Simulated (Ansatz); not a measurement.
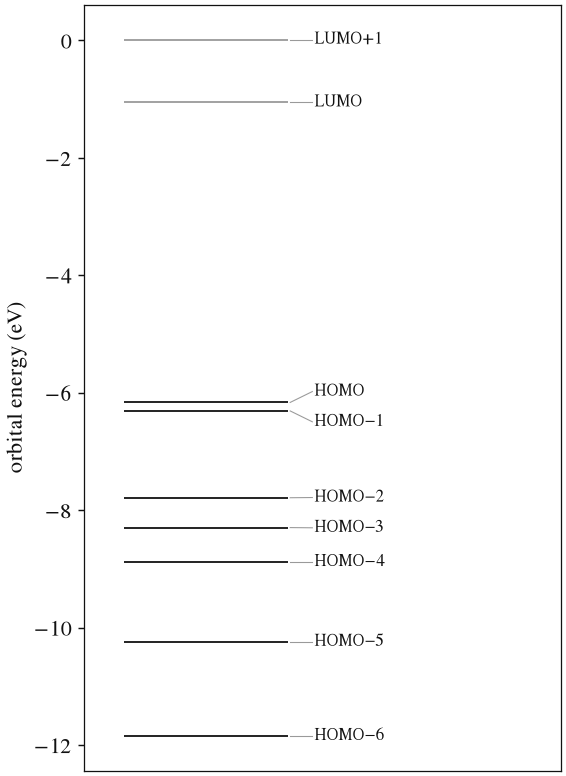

Kohn-Sham orbital energies near the frontier, B3LYP/def2-TZVPP with the Ansatz code, at a PBE0-D4/def2-TZVP geometry (a minimum by its frequencies), isolated molecule; empty levels in grey, levels within 0.03 eV side by side.

Question: Which molecule has this level scheme?
A. CHAlClNO, SMILES N(=[C]1/[O][Al]1[Cl])/[H], singlet
B. C₂H₄AlNS (enethiol tautomer), SMILES [NH2][Al]1[CH]=[C]1S, singlet
C. MoH₂O₄, SMILES [O]=[Mo](=[O])([OH])[OH], singlet

Answer: Option B. HOMO −6.17 eV, LUMO −1.06 eV, separation 5.11 eV.

Caveats: empty levels above zero depend strongly on the basis.
